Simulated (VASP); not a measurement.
Band structure of TiPd$_{2}$ (space group I4/mmm). Calculation: LDA (Ceperley-Alder, Perdew-Zunger), VASP's LDA PAW potentials (set 64) (plane waves; VASP).

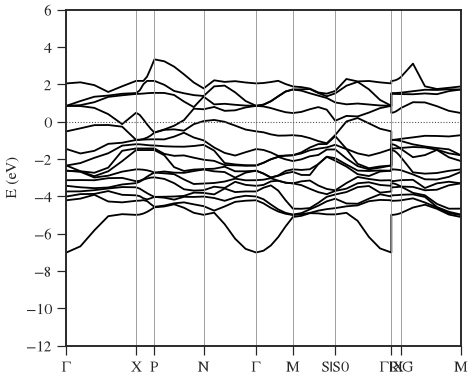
Fig. 1. Bands along high-symmetry lines, zero at the valence-band maximum or, without a gap, the Fermi level

**Question.** Read the plot: is there a gap, and where are the band edges?

**Answer.** It has no gap at this level: it comes out as a metal or semimetal.

The structure comes from a computed database's TiPd2 entry (I4/mmm); how it stands against other phases isn't given here. The cell was not relaxed at this level.
